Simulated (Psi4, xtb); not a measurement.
Interaction energy of C2H6 ··· COS (SMILES CC and O=C=S). Monomers: optimised at B3LYP-D3(BJ) (def2-TZVP), held rigid. Orientation: a higher rigid-body minimum at GFN2-xTB. Only R, the distance of the centres of mass, is varied, so the lowest point isn't the relaxed dimer.

Geometry at R = 4.33 Å (first 8 atoms: monomer A):
```
11

C      0.7607    -0.0460     0.0397
C     -0.7607     0.0460    -0.0397
H      1.2367     0.6075    -0.6941
H      1.1251     0.2462     1.0265
H      1.1073    -1.0636    -0.1515
H     -1.1073     1.0636     0.1515
H     -1.1251    -0.2462    -1.0265
H     -1.2367    -0.6074     0.6941
O     -4.2560    -0.7545     1.0549
C     -4.2927    -0.1064     0.0989
S     -4.3422     0.7697    -1.1935
```

- MP2/aug-cc-pVDZ = DF-MP2/aug-cc-pVDZ, frozen core, counterpoise-corrected run with Psi4
- revPBE/def2-TZVP, counterpoise-corrected (Psi4)
- GFN1-xTB (xtb)
- PBE/def2-TZVP, counterpoise-corrected (Psi4)
- PBE-D3(BJ)/def2-TZVP, counterpoise-corrected (Psi4)

Interaction energies in kcal/mol (negative: bound); R is the distance of the centres of mass, d the H8···O9 distance.

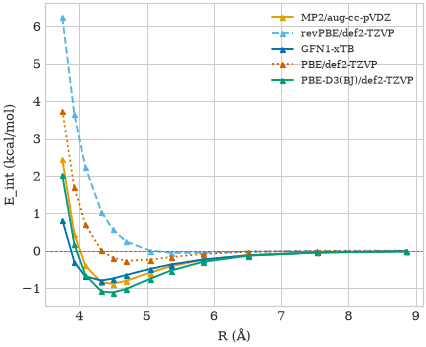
*Interaction energy against separation.*

```tsv
R / Å	d / Å	MP2/aug-cc-pVDZ	revPBE/def2-TZVP	GFN1-xTB	PBE/def2-TZVP	PBE-D3(BJ)/def2-TZVP
3.75	2.48	2.44	6.24	0.83	3.74	2.02
3.93	2.66	0.46	3.65	-0.30	1.70	0.17
4.09	2.81	-0.39	2.25	-0.68	0.71	-0.64
4.33	3.04	-0.85	1.05	-0.79	0.01	-1.09
4.50	3.21	-0.88	0.57	-0.74	-0.18	-1.12
4.70	3.41	-0.80	0.25	-0.65	-0.26	-1.02
5.05	3.75	-0.59	0.01	-0.49	-0.24	-0.75
5.36	4.06	-0.42	-0.05	-0.37	-0.17	-0.53
5.84	4.53	-0.24	-0.05	-0.23	-0.08	-0.30
6.51	5.19	-0.12	-0.02	-0.12	-0.03	-0.13
7.54	6.22	-0.04	0.00	-0.04	0.00	-0.04
8.86	7.53	-0.02	0.00	-0.01	0.00	-0.01
```

Lowest grid point: MP2/aug-cc-pVDZ -0.88 kcal/mol at R = 4.50 Å; revPBE/def2-TZVP -0.05 kcal/mol at R = 5.36 Å; GFN1-xTB -0.79 kcal/mol at R = 4.33 Å; PBE/def2-TZVP -0.26 kcal/mol at R = 4.70 Å; PBE-D3(BJ)/def2-TZVP -1.12 kcal/mol at R = 4.50 Å.
